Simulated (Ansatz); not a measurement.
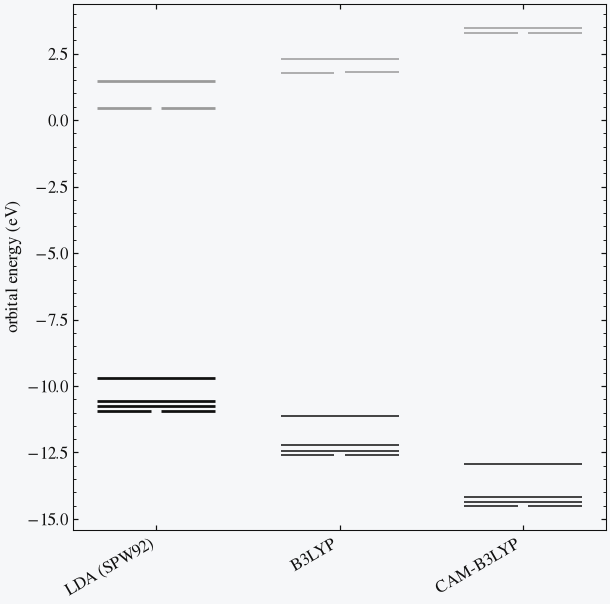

Frontier orbital energies of C₂F₆, SMILES FC(F)(F)C(F)(F)F at one geometry, def2-TZVPP, the Ansatz code 0.2.0, at a PBE0-D4/def2-TZVP geometry (a minimum by its frequencies). Empty levels are grey, levels within 0.1 eV stand side by side; all columns show the same few orbitals around the gap.

**Compare the HOMO-LUMO separations.**

The separation grows from 10.15 eV (LDA (SPW92)) to 16.22 eV (CAM-B3LYP).

```csv
level,HOMO (eV),LUMO (eV),separation (eV)
LDA (SPW92),−9.68,0.46,10.15
B3LYP,−11.13,1.79,12.91
CAM-B3LYP,−12.94,3.27,16.22
```

Limits of at least one run: empty levels above zero depend strongly on the basis.
